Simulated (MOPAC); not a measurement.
**CH6SSi: energy and gradient calculation**

The run: energy and gradient calculation of CH6SSi, SMILES [SiH3]CS. Method and program: PM7, closed shell, dispersion built in, COSMO solvent water (MOPAC 23.2.5).

The geometry comes from this level: GFN2-xTB.

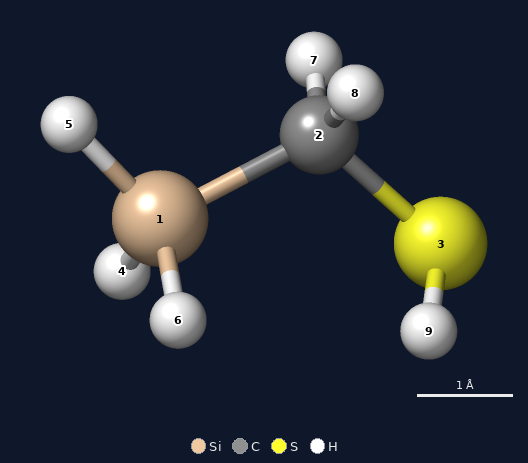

**Figure 1.** The input geometry (ball-and-stick view, seen on its broad side; atoms are numbered from 1 in the order of the input).

**The input (run.py)**
```python
from ase.calculators.mopac import MOPAC
from ase.io import read

atoms = read("mol.xyz")
mopac = MOPAC(label="job", method="PM7", task="1SCF GRADIENTS EPS=78.4 MULLIK BONDS THREADS=1 AUX(PRECISION=6)")
atoms.calc = mopac
epot = atoms.get_potential_energy()
print("energy / eV: %.6f" % epot)
print("forces (eV/A):")
for sym, f in zip(atoms.get_chemical_symbols(), atoms.get_forces()):
    print(f"{sym:2s} {f[0]:10.5f} {f[1]:10.5f} {f[2]:10.5f}")
homo, lumo = mopac.get_homo_lumo_levels()
print(f"HOMO {homo:.3f} eV, LUMO {lumo:.3f} eV, gap {lumo - homo:.3f} eV")
```

**File mol.xyz**
```
9

Si    -0.898030     0.239000    -0.645210
C      0.889410    -0.062170    -0.056770
S      0.928850    -1.060330     1.473860
H     -1.537740    -1.056260    -0.855130
H     -0.829700     1.021650    -1.878370
H     -1.588610     0.985960     0.409360
H      1.454610    -0.650420    -0.776700
H      1.444840     0.855430     0.131480
H      0.136370    -0.272860     2.197480
```

Launch command:
```bash
export ASE_MOPAC_COMMAND="mopac PREFIX.mop > /dev/null 2>&1"
python run.py
```

**The program's output**
```
energy / eV: -0.195621
forces (eV/A):
Si    0.70750   -0.02941    0.19358
C    -1.03277   -0.42265    0.21225
S    -0.03753   -0.06360   -0.04293
H    -0.03256    0.16984   -0.07836
H    -0.09411   -0.10403    0.13589
H    -0.00120   -0.05405   -0.23915
H     0.36828   -0.15158   -0.71830
H     0.22083    0.63475   -0.13991
H    -0.09844    0.02074    0.67692
HOMO -9.213 eV, LUMO -0.615 eV, gap 8.598 eV
```

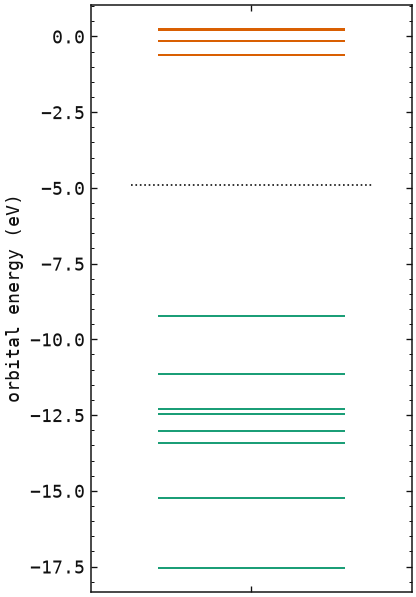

**Figure 2.** Orbital energies near the frontier; the dotted line parts filled from empty levels, and levels within 0.02 eV of each other stand side by side. Highest filled −9.21 eV, lowest empty −0.62 eV, 8.59 eV apart.

**Key numbers**

| quantity | value |
| --- | --- |
| outcome | converged |
| total energy | −17.713028 hartree |
| dispersion energy | −0.000324 hartree |
| heat of formation | −4.51 kcal/mol |
| basis functions | 28 |
| largest force | 1.136 eV/Å |
| HOMO | −9.21 eV |
| LUMO | −0.61 eV |
| dipole moment | 2.36 D |
| hardware | 1 thread of Arm Neoverse N1, 98 GiB of memory available, shared host |
| wall time | 0.91 s |
| peak memory | 0.11 GiB |

**Remarks**

MOPAC's energies along a path are heats of formation.
